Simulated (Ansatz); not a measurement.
## What Ti interstitial (started 1.86 Å from the nearest host atom), symmetric start does to Ti3Al

Base system: an 8-atom supercell of Ti3Al (space group P6_3/mmc, No. 194; a = 5.7553 Å, c = 4.6546 Å) at its relaxed geometry.

Modification: one Ti atom is added in an open site, starting 1.86 Å from the nearest host atom, atoms relaxed at fixed cell.

Computed with PBE (Ansatz, an electronic-structure program, PAW, spin-orbit coupling left out), earlier PAW set. Settings: 10×10×10 k-points, 0.05 eV Fermi–Dirac smearing.

| quantity | base | changed | shift |
|---|---|---|---|
| pressure | 0.0 GPa | 19.5 GPa | +19.5 GPa |
| largest displacement of a host atom from its site in the perfect cell | – | 0.29 Å | – |
| final site of the added atom | – | 9 Ti at 1.99–2.88 Å and 3 Al at 3.32 Å | – |

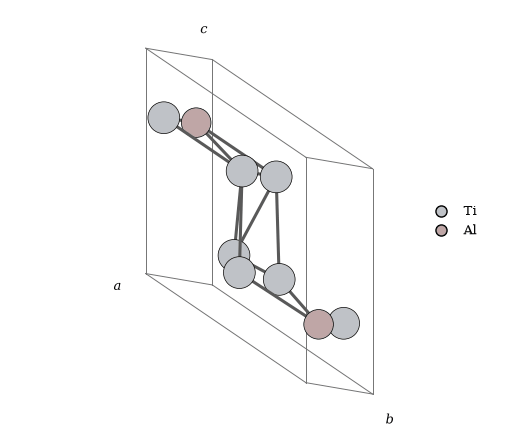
Fig. 1. The relaxed cell after the change

The cell is small, so the values are those of an ordered compound at a high defect concentration; dilute-limit values will differ. The defect started on the symmetric site and kept its symmetry, so it may sit on a saddle. All final runs are without spin polarisation. The defect cell is not spin-polarised.
